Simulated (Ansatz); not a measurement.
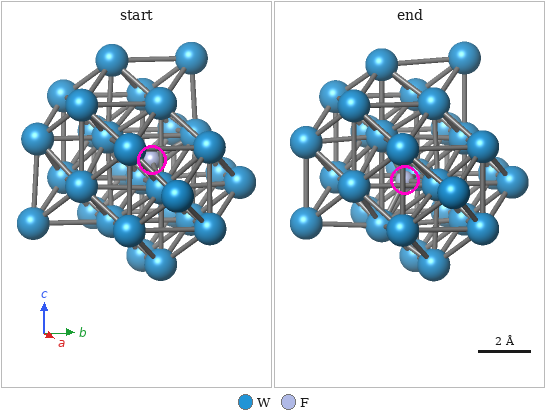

The two relaxed end points of a path for W with an interstitial F (17 atoms in the cell). The picture is a ball-and-stick view of the atoms within 4.8 Å of the middle of the path, seen slightly off an axis. The moving atom is ringed, with any periodic copies. Bonds to atoms that aren't drawn are left out.

These are results of Ansatz 0.2.0, DFT PBE-D3(BJ), scalar-relativistic, plane waves, PAW, not measurements.

Input
```yaml
crystal:
  lattice:
    - [6.32, 0.0, 0.0]
    - [0.0, 6.32, 0.0]
    - [0.0, 0.0, 6.32]
  atoms:
    - { symbol: W, position: [0.00055553, 0.00019169, 0.002069] }
    - { symbol: W, position: [0.4985185, 0.00019032, 0.00208111] }
    - { symbol: W, position: [0.00443363, 0.50019908, 0.00461417] }
    - { symbol: W, position: [0.02847097, 0.00018501, 0.47922957] }
    - { symbol: W, position: [0.24953852, 0.25506839, 0.24525094] }
    - { symbol: W, position: [0.4946822, 0.50019815, 0.0045836] }
    - { symbol: W, position: [0.4704713, 0.00018398, 0.47907123] }
    - { symbol: W, position: [0.74955398, 0.25121951, 0.24776243] }
    - { symbol: W, position: [0.00052661, 0.50018454, 0.49851911] }
    - { symbol: W, position: [0.24953741, 0.74531131, 0.24523738] }
    - { symbol: W, position: [0.24957152, 0.25118831, 0.75134675] }
    - { symbol: W, position: [0.49855203, 0.50018408, 0.49849099] }
    - { symbol: W, position: [0.74955356, 0.74917839, 0.24776741] }
    - { symbol: W, position: [0.74956934, 0.27922003, 0.77073005] }
    - { symbol: W, position: [0.24957081, 0.74920817, 0.75133366] }
    - { symbol: W, position: [0.74956862, 0.7212363, 0.77066075] }
    - { symbol: F, position: [0.74942128, 0.00024993, 0.62490505] }
basis:
  ecutwfc: 420.0
kpoints:
  mp_grid: { grid: [3, 3, 3] }
hamiltonian:
  xc: pbe
  dispersion: d3bj
scf:
  occupations: { method: fermi_dirac, width: 0.05 }
  lower_state_search: "off"
neb:
  images: 5
  f_tol: 0.03
  initial_path: idpp
  max_iterations: 36
  spring: { min: 2.0, max: 10.0 }
  final_atoms:
    - { symbol: W, position: [6.7e-05, 0.00104234, -9.136e-05] }
    - { symbol: W, position: [0.49802434, 0.00107616, -9.278e-05] }
    - { symbol: W, position: [0.003943, 0.49488972, -8.741e-05] }
    - { symbol: W, position: [0.02812148, 0.02015655, 0.4999093] }
    - { symbol: W, position: [0.24907274, 0.25409843, 0.24502409] }
    - { symbol: W, position: [0.49415973, 0.49491682, -8.578e-05] }
    - { symbol: W, position: [0.46998164, 0.02015138, 0.49990654] }
    - { symbol: W, position: [0.74907204, 0.2518048, 0.24900568] }
    - { symbol: W, position: [-7.096e-05, 0.49719941, 0.49991171] }
    - { symbol: W, position: [0.24901761, 0.7479391, 0.24888496] }
    - { symbol: W, position: [0.24907078, 0.2541035, 0.75479795] }
    - { symbol: W, position: [0.49812575, 0.49719972, 0.49991472] }
    - { symbol: W, position: [0.74902666, 0.72883175, 0.22085038] }
    - { symbol: W, position: [0.74907052, 0.25180534, 0.75081056] }
    - { symbol: W, position: [0.24901764, 0.74794451, 0.75093587] }
    - { symbol: W, position: [0.74902685, 0.72883299, 0.77897049] }
    - { symbol: F, position: [0.74909276, -0.12545303, 0.49991375] }
  order_check: true
```

Launched with:
```bash
ansatz run input.yaml --threads 4 --pin off --max-ram 10240MiB --backend cpu --events-out ev --progress --plain --runs-dir out
```

Q: What barrier does the band find between them, and by what path?

A: The barrier is about 0.51 eV in both directions, with image 3 at the top; the ends have the same energy. The F atom travels furthest, 1.12 Å from end to end, along [0 −1 −1], on a straight line. At the highest image its nearest neighbour (W) is 1.95 Å away, against 1.99 Å at the start, and the surrounding atoms stand up to 0.12 Å off the mean of their end positions. The band converged in 7 iterations. The largest component of the band force went from 2.3 to 0.012 eV/Å. The climbing image converged on the top of the path. A check of its curvatures found one unstable direction (−9.8 eV/Å²), as a transition state must have.

Energies of the converged images:

| image | path (Å) | E (eV) |
| --- | --- | --- |
| 0 | 0.00 | 0.000 |
| 1 | 0.31 | 0.186 |
| 2 | 0.49 | 0.412 |
| 3 | 0.64 | 0.512 |
| 4 | 0.79 | 0.412 |
| 5 | 0.97 | 0.186 |
| 6 | 1.28 | 0.000 |

The geometry at the top of the path:

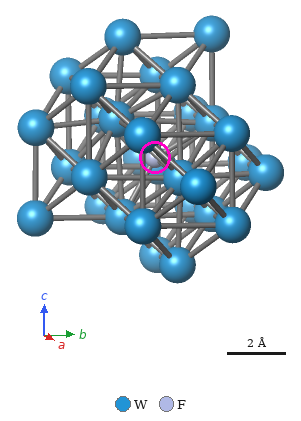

Limits of the set-up: the cell has an odd number of electrons but was run without spin polarisation; the periodic images lie only 6.3 Å apart, so the values are limited by the cell's size.

The run took 20 min on 4 threads of Arm Neoverse V1, with other jobs on the host, peak memory 3.1 GiB.
